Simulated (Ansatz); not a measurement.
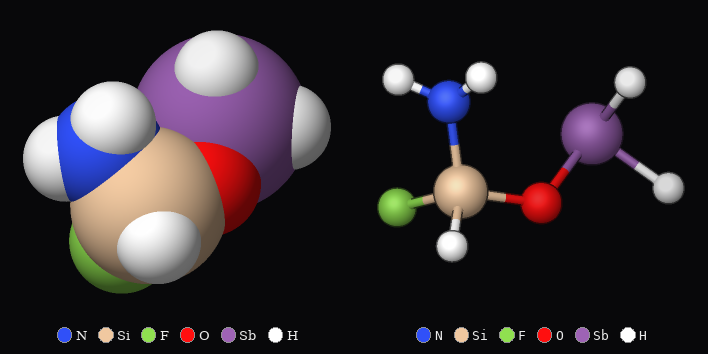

The same structure drawn twice, from different directions.

Question: What is the molecular formula?

Answer: FH₅NOSbSi, 10 atoms: 1 fluorine, 5 hydrogen, 1 nitrogen, 1 oxygen, 1 antimony and 1 silicon.

Question: How many atoms are distinct by symmetry?

Answer: 10: 1 N, 1 Si, 1 F, 1 O, 1 Sb, 1 H, 1 H, 1 H, 1 H, 1 H.

The parts below concern this one geometry. Atoms keep their numbers from picture to picture. The computed structure is the end point of a PBE0-D4/def2-TZVP optimisation.

## Geometry

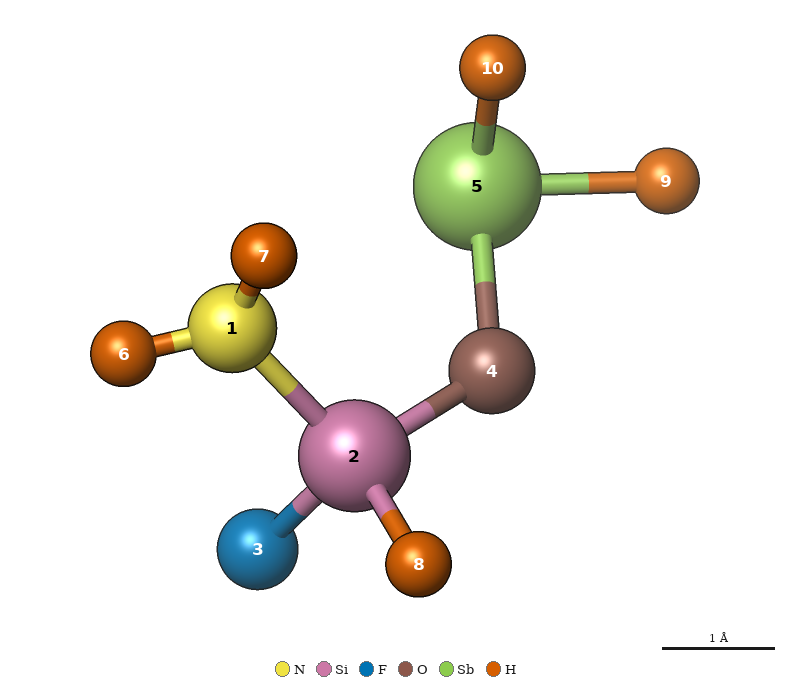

Question: Describe the coordination of atom 5.

Answer: Sb5 has 3 neighbours (O4 at 1.98, H9 at 1.71, H10 at 1.72 Å); the arrangement is trigonal pyramidal.

Question: Describe the coordination of atom 2.

Answer: Si2 has 4 neighbours (N1 at 1.71, F3 at 1.60, O4 at 1.61, H8 at 1.48 Å); the arrangement is tetrahedral.

Question: How are the neighbours of atom 4 arranged?

Answer: O4 has 2 neighbours (Si2 at 1.61, Sb5 at 1.98 Å); the arrangement is bent.

Question: What is the dihedral angle F3–Si2–O4–Sb5?

Answer: 77° in size, that is gauche.

## Thermal motion

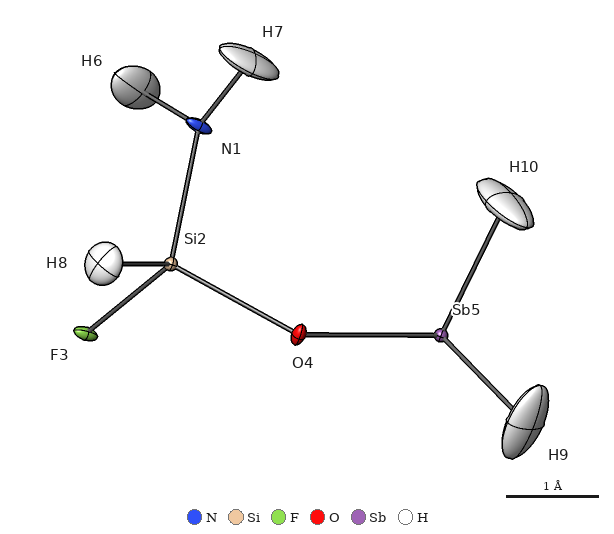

Displacement ellipsoids at the 50 % level, from the internal vibrations of the free molecule (harmonic, no overall translation or rotation; no half-axis is drawn under 0.075 Å). Vibrations computed with RKS PBE0-D4/def2-TZVP, core potentials on Sb (Ansatz 0.2.0). Temperature: 0 K (zero-point motion alone).

Question: Which atom has the largest mean-square displacement?

Answer: H10, with U_eq = 0.0446 Å².

Question: Does H9 move more along its bond or across it?

Answer: Across it: the root-mean-square amplitude is 0.094 Å along the bond and up to 0.310 Å across, since bending and torsion are softer than stretching.

List U_eq and the three principal root-mean-square amplitudes for each kind of atom.

| atom | U_eq (Å²) | rms amplitudes (Å) |
| --- | --- | --- |
| N1 | 0.0047 | 0.035, 0.043, 0.104 |
| Si2 | 0.00090 | 0.025, 0.027, 0.037 |
| F3 | 0.0037 | 0.031, 0.038, 0.093 |
| O4 | 0.0040 | 0.035, 0.060, 0.085 |
| Sb5 | 0.00025 | 0.005, 0.013, 0.023 |
| H6 | 0.0317 | 0.086, 0.152, 0.254 |
| H7 | 0.0301 | 0.078, 0.146, 0.251 |
| H8 | 0.0181 | 0.090, 0.147, 0.157 |
| H9 | 0.0435 | 0.094, 0.161, 0.310 |
| H10 | 0.0446 | 0.094, 0.174, 0.308 |

## Dipole moment

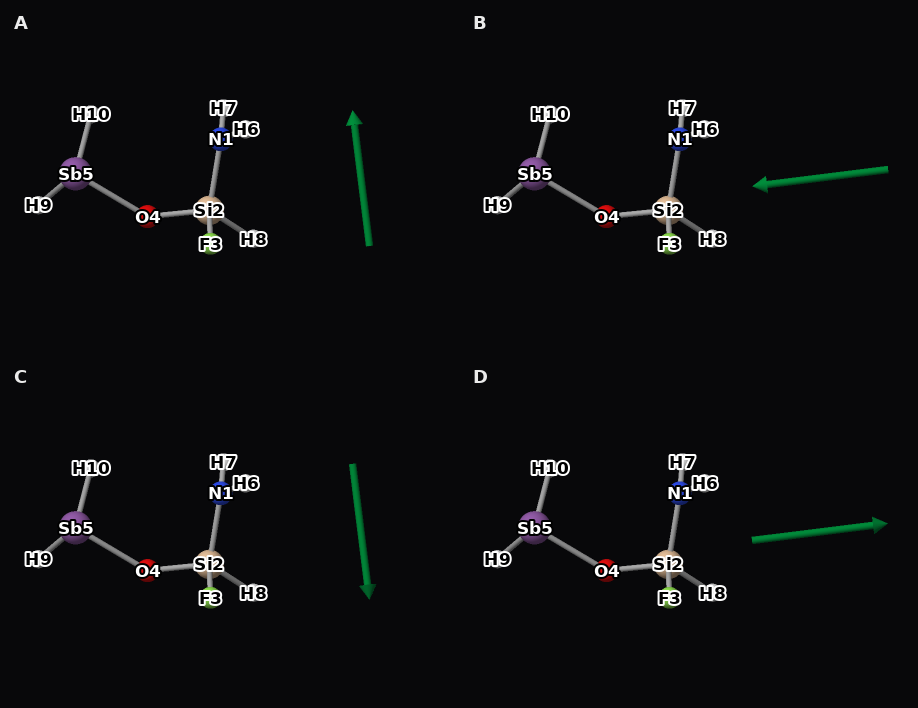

The same molecule four times, each with an arrow. Method: RKS r2SCAN-D4/def2-TZVPP, core potentials on Sb (Ansatz 0.2.0).

Question: Which arrow points along the dipole moment, from the negative to the positive end?

Answer: A. The dipole moment is 2.51 D; it points from the side of F3, H8 to the side of H10 (the outermost atoms at the two ends).

## Charges

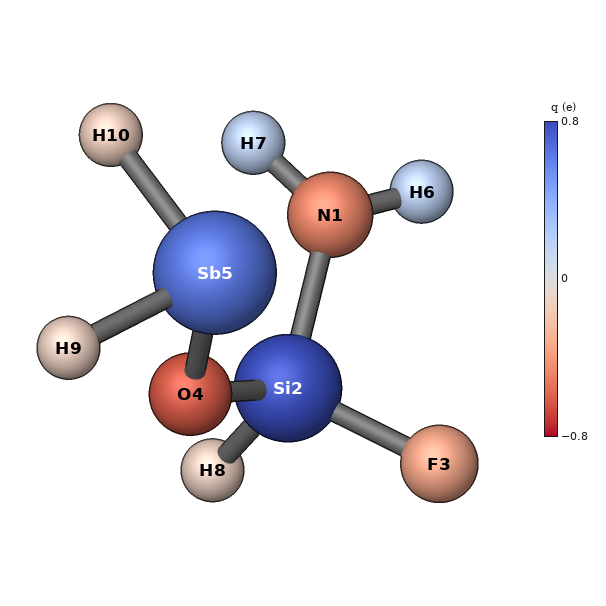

Atoms are coloured by their Mulliken charges. Method: RKS r2SCAN-D4/def2-TZVPP, core potentials on Sb (Ansatz 0.2.0).

List the Mulliken charges.

```json
{"atom": "N1", "value (e)": "−0.46"}
{"atom": "Si2", "value (e)": "0.78"}
{"atom": "F3", "value (e)": "−0.33"}
{"atom": "O4", "value (e)": "−0.60"}
{"atom": "Sb5", "value (e)": "0.63"}
{"atom": "H6", "value (e)": "0.17"}
{"atom": "H7", "value (e)": "0.16"}
{"atom": "H8", "value (e)": "−0.11"}
{"atom": "H9", "value (e)": "−0.11"}
{"atom": "H10", "value (e)": "−0.13"}
```

Mulliken values depend strongly on the basis set and can even reverse the polarity of a bond.
